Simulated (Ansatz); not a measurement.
# C₂H₅AlO (SMILES [OH][Al]1[CH2][CH2]1): what the fields show

Input

```
crystal:
  periodic: [false, false, false]
  atoms:
    - {symbol: O, position_ang: [-0.446362, 1.463254, -2.087370]}
    - {symbol: Al, position_ang: [-0.117510, 0.519615, -0.728164]}
    - {symbol: C, position_ang: [1.005663, -0.111495, 0.649505]}
    - {symbol: C, position_ang: [-0.491950, -0.726277, 0.645547]}
    - {symbol: H, position_ang: [-1.289957, 1.472104, -2.536696]}
    - {symbol: H, position_ang: [1.785500, -0.854083, 0.486949]}
    - {symbol: H, position_ang: [1.237699, 0.471672, 1.539505]}
    - {symbol: H, position_ang: [-0.523985, -1.802259, 0.479122]}
    - {symbol: H, position_ang: [-1.070598, -0.478730, 1.534501]}
basis:
  gaussian: {orbitals: def2-TZVPP}
hamiltonian: {xc: pbe0, dispersion: d4}
output: {orbitals: {seedname: orbitals}}
```

Launched as:

```sh
ansatz run in.yaml --threads 2 --pin off --events-out ev --progress --plain --max-ram 4352MiB
```

Geometry: PBE0-D4/def2-TZVP.

These are results of RKS PBE0-D4/def2-TZVPP (Ansatz), not measurements.

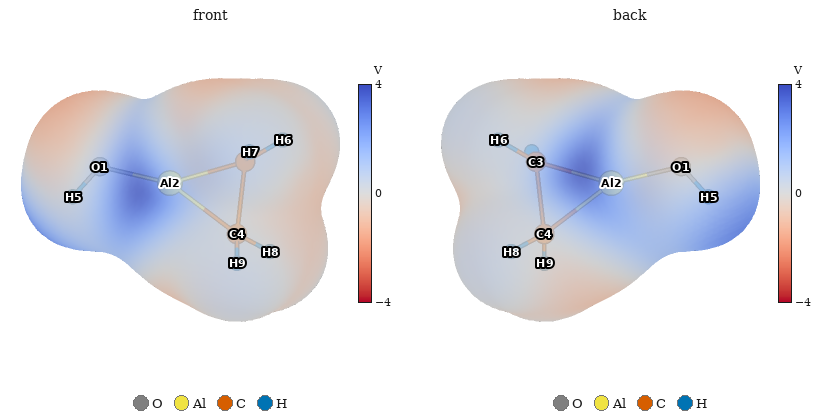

Figure 1. The molecular electrostatic potential painted on the density surface at 0.002 e/bohr³, seen from the front and from behind; red is negative and blue positive.

Which sites attract a positive test charge, and which a negative one?

Answer. A positive charge is drawn to the negative regions and a negative charge to the positive ones. The most negative region (about −1.3 V) lies over O1, the most positive (about +3.5 V) over Al2. O1 is the likeliest acceptor of a hydrogen bond.

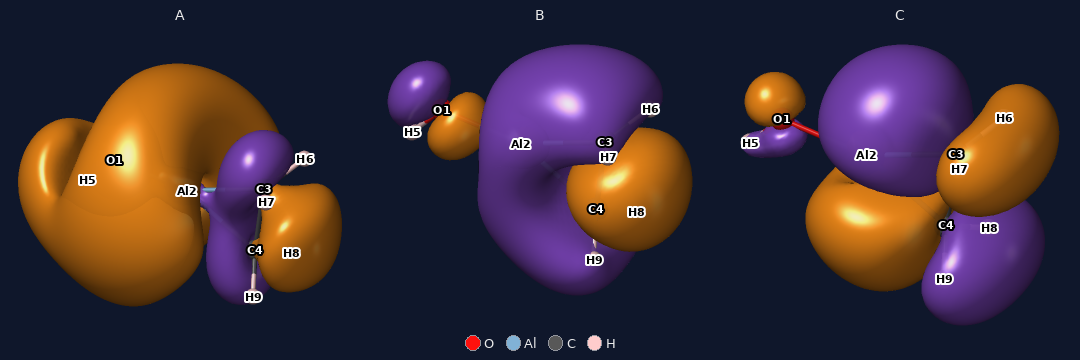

Figure 2. Three frontier orbitals at ±0.06 Å⁻³ᐟ² (orange and purple are the two phases), in no order.

Which picture is the HOMO−1, the HOMO and the LUMO?

Answer. B is the HOMO−1 (−7.89 eV). Its weight (Hirshfeld) is mainly on C3 (about 35 %), C4 (about 35 %) and Al2 (about 20 %). C is the HOMO (−5.92 eV). Its weight (Hirshfeld) is mainly on C4 (about 30 %), C3 (about 30 %) and Al2 (about 25 %). A is the LUMO (−0.77 eV). By Hirshfeld shares it lies mainly on Al2 (about 55 %), O1 (about 10 %), C4 (about 10 %), H5 (about 10 %) and C3 (about 10 %).

What is the HOMO–LUMO gap?

Answer. 5.15 eV between the orbital energies.

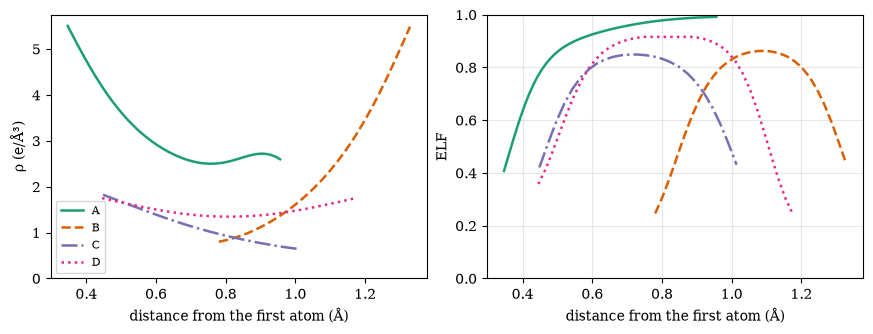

Figure 3. Total electron density and ELF along straight lines between neighbouring atoms. The curves leave out the atomic cores.

Which curve belongs to which contact (Al–O, C–Al, C–C and O–H)? The first atom named is at distance zero.

Answer. Curve A: O–H (0.96 Å): the density is about 3.8 e/Å³ at the midpoint; the ELF climbs to about 1 towards the hydrogen, as it does in any bond to H (a covalent bond by its length). Curve B: Al–O (1.69 Å): ρ is about 0.93 e/Å³ halfway; the ELF peaks at about 0.85 in the valence shell of O, 0.6 Å from its nucleus, and is about 0.45 at the midpoint. Curve C: C–Al (1.89 Å): ρ is about 0.71 e/Å³ halfway; the ELF peaks at about 0.85 in the valence shell of C, 0.7 Å from its nucleus, and is about 0.65 at the midpoint. Curve D: C–C (1.62 Å): the density is about 1.3 e/Å³ at the midpoint; the ELF peaks at about 0.90 between the atoms: a shared electron pair.

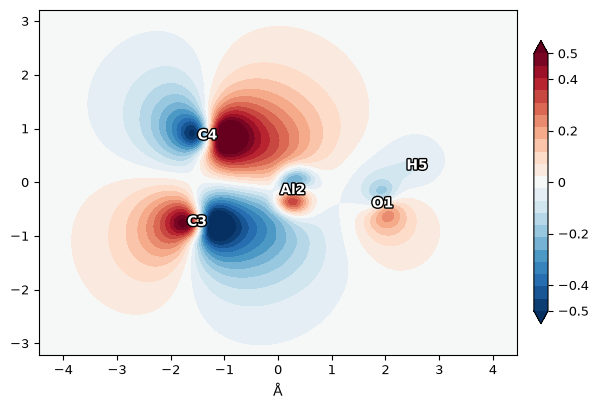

Figure 4. The HOMO on the plane of atoms Al2, C3 and C4 (values in Å⁻³ᐟ²; the overall sign is arbitrary).

Where does this orbital lie, and at what energy?

Answer. Its weight (Hirshfeld) is mainly on C4 (about 30 %), C3 (about 30 %) and Al2 (about 25 %). Its energy is −5.92 eV.
